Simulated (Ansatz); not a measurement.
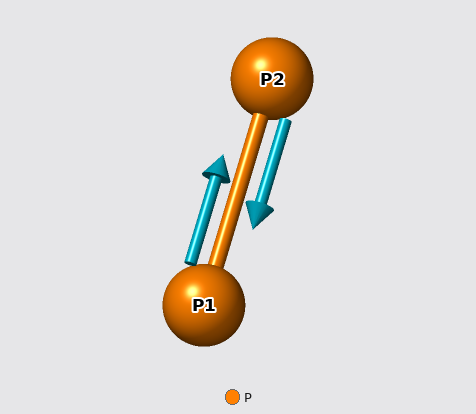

The arrows show one normal mode. State: charge +1, doublet. Harmonic vibrations computed with UKS PBE0-D4/def2-TZVP (Ansatz 0.2.0) at a stationary point of the same level.

Describe the motion.

Answer. Mostly P–P stretching.

Estimate its harmonic wavenumber.

Answer. 728 cm⁻¹; it is mode 1 of 1 counted from the lowest.
